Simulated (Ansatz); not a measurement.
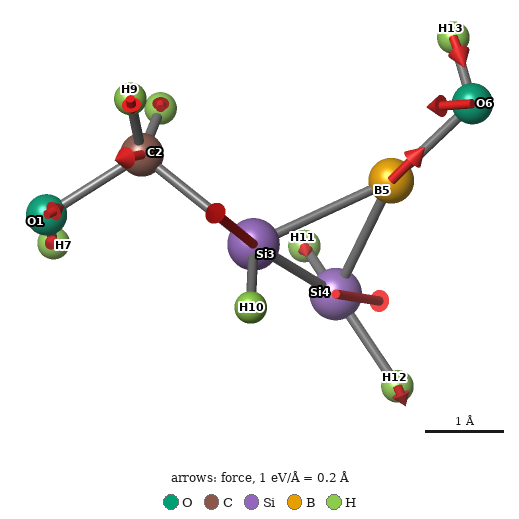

Starting geometry of CH₇BO₂Si₂ with the computed forces as red arrows. The picture is a ball-and-stick view, seen at a tilt.

The run prepares an end point of a later path (torsion) calculation, from a guessed geometry.

These are results of RKS PBE0-D4/def2-SVP in Ansatz, not measurements.

Input
```yaml
crystal:
  periodic: [false, false, false]
  atoms:
    - { symbol: O, position_ang: [0.6021, -1.7761, 2.0388] }
    - { symbol: C, position_ang: [0.1651, -0.455, 1.607] }
    - { symbol: Si, position_ang: [0.8586, -0.0829, -0.0933] }
    - { symbol: Si, position_ang: [-0.2634, -0.5427, -1.6654] }
    - { symbol: B, position_ang: [-0.1417, 1.3495, -1.0499] }
    - { symbol: O, position_ang: [-0.5036, 2.7804, -1.1656] }
    - { symbol: H, position_ang: [0.015, -2.3725, 1.5289] }
    - { symbol: H, position_ang: [-0.9016, -0.3478, 1.5689] }
    - { symbol: H, position_ang: [0.5623, 0.3135, 2.37] }
    - { symbol: H, position_ang: [2.3496, 0.0008, -0.2412] }
    - { symbol: H, position_ang: [-1.6858, -1.0743, -1.3254] }
    - { symbol: H, position_ang: [0.3076, -0.7272, -2.9629] }
    - { symbol: H, position_ang: [-1.3439, 2.8994, -0.5951] }
basis:
  gaussian: { orbitals: def2-SVP }
hamiltonian:
  xc: pbe0
  dispersion: d4
relax:
  f_tol: 0.015
  max_steps: 40
```

Command:
```bash
ansatz run input.yaml --threads 2 --pin off --max-ram 3072MiB --backend cpu --events-out ev --progress --plain --runs-dir out
```

**Is this structure relaxed? If not, where do the atoms go?**

It isn't relaxed: the largest force vector, on Si3, is 7.29 eV/Å. The final displacements have little in common with the starting forces (cosine between the two patterns 0.27). Over 23 accepted moves (25 points after the start) the energy falls by 245.2 kJ/mol. The largest force component goes from 5.5 to 0.012 eV/Å. The line search rejected the trial steps at points 6, 9 of the run. The largest move after the best rigid fit is that of H13, 1.41 Å. By element the largest moves are H 1.41 Å, Si 0.50 Å, B 0.32 Å, O 0.31 Å, C 0.23 Å. Among the contacts that change: Si3–Si4 1.985 → 2.377 Å, B5–O6 1.480 → 1.341 Å, Si4–H12 1.430 → 1.495 Å, Si4–H11 1.556 → 1.498 Å. Among the angles between lasting bonds that change: C2–Si3–Si4 117.6° → 104.0°, Si3–B5–Si4 59.8° → 72.8°, B5–Si4–H12 112.2° → 124.8°. Groups turn about O1–C2 by about 25°.
